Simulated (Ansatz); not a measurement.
**C₂H₆MoO₃: small, medium and large basis sets**

How large a basis does C₂H₆MoO₃ need? Two functionals are run in growing sets.

Method: one geometry, several basis sets; program: Ansatz 0.2.0, Gaussian basis.

Levels to be run: PBE0-D4/def2-SVP; ωB97M-V/def2-SVP; PBE0-D4/def2-QZVPP; ωB97M-V/def2-QZVPP; the functionals' def2-TZVPP values are taken from earlier runs.

## (1) Structure used throughout

The geometry comes from an earlier relaxation with PBE0-D4 in a triple-zeta def2 set; it is a stationary point, not always the lowest conformer. Mo takes the def2 core potential; no spin-orbit term is included.

SMILES `C[O][Mo]([CH3])(=[O])=[O]`, 12 atoms, charge 0, spin multiplicity 1.

Atoms are counted from 1 here; the program's logs count them from 0.

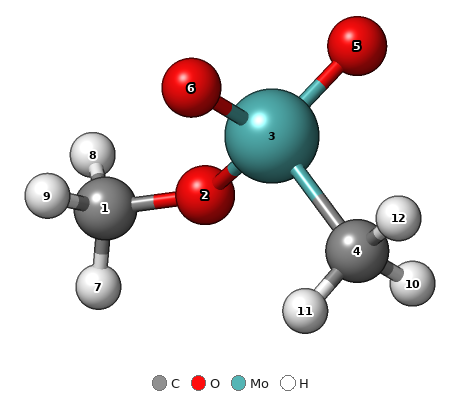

The structure; carbon grey, oxygen red, molybdenum teal, hydrogen white; atoms are numbered from 1 in the order of the file.

As a file:

```
C     0.0605    0.1364    2.3207
O    -0.4211    0.2923    1.0097
Mo    0.1854    0.7002   -0.6850
C    -0.3278   -0.8885   -1.9644
O    -0.5483    2.0677   -1.3280
O     1.8549    0.8521   -0.7709
H    -0.4253   -0.7339    2.7684
H    -0.1900    1.0223    2.9097
H     1.1439   -0.0118    2.3308
H    -1.4141   -1.0110   -1.9636
H     0.1504   -1.8064   -1.6127
H     0.0085   -0.6746   -2.9809
```

## (2) PBE0-D4 in def2-SVP

File in.yaml:

```yaml
crystal:
  periodic: [false, false, false]
  atoms:
    - {symbol: C, position_ang: [0.060547, 0.136401, 2.320744]}
    - {symbol: O, position_ang: [-0.421148, 0.292316, 1.009675]}
    - {symbol: Mo, position_ang: [0.185351, 0.700161, -0.685028]}
    - {symbol: C, position_ang: [-0.327812, -0.888461, -1.964358]}
    - {symbol: O, position_ang: [-0.548302, 2.067692, -1.327966]}
    - {symbol: O, position_ang: [1.854924, 0.852111, -0.770944]}
    - {symbol: H, position_ang: [-0.425276, -0.733889, 2.768372]}
    - {symbol: H, position_ang: [-0.190048, 1.022263, 2.909700]}
    - {symbol: H, position_ang: [1.143936, -0.011783, 2.330805]}
    - {symbol: H, position_ang: [-1.414051, -1.010983, -1.963612]}
    - {symbol: H, position_ang: [0.150382, -1.806363, -1.612717]}
    - {symbol: H, position_ang: [0.008498, -0.674564, -2.980872]}
basis:
  gaussian: {orbitals: def2-SVP}
hamiltonian: {xc: pbe0, dispersion: d4}
output: {orbitals: {seedname: orbitals}}
```

Started as:

```sh
ansatz run in.yaml --threads 4 --pin off --events-out ev --progress --plain --max-ram 11315MiB
```

Standard output:

```text
Functional definition: PBE0
  name "PBE0"
  cite "Adamo & Barone, J. Chem. Phys. 110, 6158 (1999) doi:10.1063/1.478522"
  cite "Perdew, Burke & Ernzerhof, Phys. Rev. Lett. 77, 3865 (1996) doi:10.1103/PhysRevLett.77.3865"
  parent pbe
  parameter a = 0.25
  parameter kappa = 0.804
  parameter beta = 0.06672455060314922
  exchange = (1 - a)*pbe_x(kappa = kappa, mu = beta*pi^2/3) + a*exact_x
  correlation = pbe_c(beta = beta)
1435 factors; their error is unknown
mean field evaluation 1: about -10137.3624 eV, gradient 9.8e1 eV
mean field evaluation 2: about -9984.1189 eV, gradient 2.9e2 eV
mean field evaluation 4: about -10154.7096 eV, gradient 2.4e1 eV
mean field evaluation 8: about -10155.7774 eV, gradient 7.0e-1 eV
mean field evaluation 16: about -10155.8078 eV, gradient 1.1e-3 eV
mean field -10155.80779643 eV, -373.2190526649 hartree, gradient 4.4e-5 eV, S^2 0.000000; 0 other end points of the search recorded, 0 dependent functions left out
reference -10155.80785097 eV, -373.2190546694 hartree; 28, 28 occupied and 103, 103 virtual orbitals, 1435 factors
Total energy: -10156.04269698 eV, -373.2276851009 hartree
```

Run time: 0.8 s. Hardware: 4 threads of AMD EPYC 9R45, shared host; peak memory 0.34 GiB.

## (3) ωB97M-V in def2-SVP

Changes to in.yaml since step 2:

```diff
@@ -17,3 +17,3 @@
   gaussian: {orbitals: def2-SVP}
-hamiltonian: {xc: pbe0, dispersion: d4}
+hamiltonian: {xc: {name: wB97M-V}}
 output: {orbitals: {seedname: orbitals}}
```

The command is unchanged.

Standard output (excerpt; [...] marks lines left out):

```text
Functional definition: wB97M-V
  name "wB97M-V"
  cite "Mardirossian & Head-Gordon, J. Chem. Phys. 144, 214110 (2016) doi:10.1063/1.4952647"
  cite "Becke, J. Chem. Phys. 107, 8554 (1997) doi:10.1063/1.475007"
  cite "Vydrov & Van Voorhis, J. Chem. Phys. 133, 244103 (2010) doi:10.1063/1.3521275"
  # Of w^i u^j: cxij and so on, Table III.
[...]
  gx(w, u) = 1 - cx + cx01*u + cx10*w
  gss(w, u) = css00 + css04*u^4 + css10*w + css20*w^2 + css43*w^4*u^3
  gos(w, u) = cos00 + cos10*w + (cos20 + cos21*u)*w^2 + (cos60 + cos61*u)*w^6
[...]
      + integral(e_c_pw_mod_opposite_spin*gos(b97_w_opposite, b97_u_opposite)) + vv10(b, c)
1414 factors; their error is unknown
324 factors; integrals over basis functions are off by at most 8.4e-6 eV
[...]
mean field -10159.23957864 eV, -373.3451683351 hartree, gradient 4.6e-5 eV, S^2 0.000000; 0 other end points of the search recorded, 0 dependent functions left out
reference -10159.23966367 eV, -373.3451714600 hartree; 28, 28 occupied and 103, 103 virtual orbitals, 1414 factors
Total energy: -10159.23966367 eV, -373.3451714600 hartree
```

Wall time 2.7 s (4 threads of AMD EPYC 9R45, shared host); peak memory 0.48 GiB.

## (4) PBE0-D4 in def2-QZVPP

Changes to in.yaml since step 3:

```diff
@@ -16,4 +16,4 @@
 basis:
-  gaussian: {orbitals: def2-SVP}
-hamiltonian: {xc: {name: wB97M-V}}
+  gaussian: {orbitals: "def2-QZVPP.json"}
+hamiltonian: {xc: pbe0, dispersion: d4}
 output: {orbitals: {seedname: orbitals}}
```

The command is unchanged.

Standard output:

```text
Functional definition: PBE0
  name "PBE0"
  cite "Adamo & Barone, J. Chem. Phys. 110, 6158 (1999) doi:10.1063/1.478522"
  cite "Perdew, Burke & Ernzerhof, Phys. Rev. Lett. 77, 3865 (1996) doi:10.1103/PhysRevLett.77.3865"
  parent pbe
  parameter a = 0.25
  parameter kappa = 0.804
  parameter beta = 0.06672455060314922
  exchange = (1 - a)*pbe_x(kappa = kappa, mu = beta*pi^2/3) + a*exact_x
  correlation = pbe_c(beta = beta)
1710 factors; their error is unknown
mean field evaluation 1: about -10144.7839 eV, gradient 1.1e2 eV
mean field evaluation 2: about -9981.0146 eV, gradient 3.3e2 eV
mean field evaluation 4: about -10164.8244 eV, gradient 3.5e1 eV
mean field evaluation 8: about -10166.9477 eV, gradient 9.4e-1 eV
mean field evaluation 16: about -10166.9645 eV, gradient 1.2e-3 eV
mean field -10166.96449758 eV, -373.6290538701 hartree, gradient 8.7e-5 eV, S^2 0.000000; 0 other end points of the search recorded, 0 dependent functions left out
reference -10166.96454382 eV, -373.6290555691 hartree; 28, 28 occupied and 518, 518 virtual orbitals, 1710 factors
Total energy: -10167.19938982 eV, -373.6376860007 hartree
```

Wall time 4.7 s (4 threads of AMD EPYC 9R45, shared host); peak memory 2.1 GiB.

## (5) ωB97M-V in def2-QZVPP

Changes to in.yaml since step 4:

```diff
@@ -17,3 +17,3 @@
   gaussian: {orbitals: "def2-QZVPP.json"}
-hamiltonian: {xc: pbe0, dispersion: d4}
+hamiltonian: {xc: {name: wB97M-V}}
 output: {orbitals: {seedname: orbitals}}
```

Launched as before.

Standard output (excerpt; [...] marks lines left out):

```text
Functional definition: wB97M-V
  name "wB97M-V"
  cite "Mardirossian & Head-Gordon, J. Chem. Phys. 144, 214110 (2016) doi:10.1063/1.4952647"
  cite "Becke, J. Chem. Phys. 107, 8554 (1997) doi:10.1063/1.475007"
  cite "Vydrov & Van Voorhis, J. Chem. Phys. 133, 244103 (2010) doi:10.1063/1.3521275"
  # Of w^i u^j: cxij and so on, Table III.
[...]
  gx(w, u) = 1 - cx + cx01*u + cx10*w
  gss(w, u) = css00 + css04*u^4 + css10*w + css20*w^2 + css43*w^4*u^3
  gos(w, u) = cos00 + cos10*w + (cos20 + cos21*u)*w^2 + (cos60 + cos61*u)*w^6
[...]
      + integral(e_c_pw_mod_opposite_spin*gos(b97_w_opposite, b97_u_opposite)) + vv10(b, c)
1656 factors; their error is unknown
441 factors; integrals over basis functions are off by at most 2.2e-5 eV
[...]
mean field -10170.72449858 eV, -373.7672313581 hartree, gradient 8.2e-5 eV, S^2 0.000000; 0 other end points of the search recorded, 0 dependent functions left out
reference -10170.72457373 eV, -373.7672341197 hartree; 28, 28 occupied and 518, 518 virtual orbitals, 1656 factors
Total energy: -10170.72457373 eV, -373.7672341197 hartree
```

Wall time 11 s (4 threads of AMD EPYC 9R45, shared host); peak memory 2.6 GiB.

## (6) Density functionals: the series

The def2-TZVPP values come from earlier runs at the same geometry.

| functional | basis | functions | energy (eV) | from the largest (eV) | HOMO (eV) | LUMO (eV) |
| --- | --- | --- | --- | --- | --- | --- |
| PBE0-D4 | def2-SVP | 131 | -10156.0427 | 11.157 | -8.78 | -2.20 |
| PBE0-D4 | def2-TZVPP | 295 | -10166.6284 | 0.571 | -8.76 | -2.19 |
| PBE0-D4 | def2-QZVPP | 546 | -10167.1994 | 0.000 | -8.79 | -2.21 |
| ωB97M-V | def2-SVP | 131 | -10159.2397 | 11.485 | -11.11 | -0.07 |
| ωB97M-V | def2-TZVPP | 295 | -10170.1693 | 0.555 | -11.10 | -0.06 |
| ωB97M-V | def2-QZVPP | 546 | -10170.7246 | 0.000 | -11.11 | -0.10 |

## (7) Outcome

| quantity | value |
| --- | --- |
| PBE0-D4: double and triple zeta above quadruple | 11.16, 0.57 eV |
| ωB97M-V: double and triple zeta above quadruple | 11.48, 0.56 eV |

In words: For PBE0-D4 the step from double to triple zeta gains 10.59 eV and the next only 0.57 eV. These are total energies; as a rule much of such shifts cancels in differences, which this series doesn't test.

For PBE0-D4 the largest set took about 6 times as long as the smallest (4.7 s against 0.8 s).
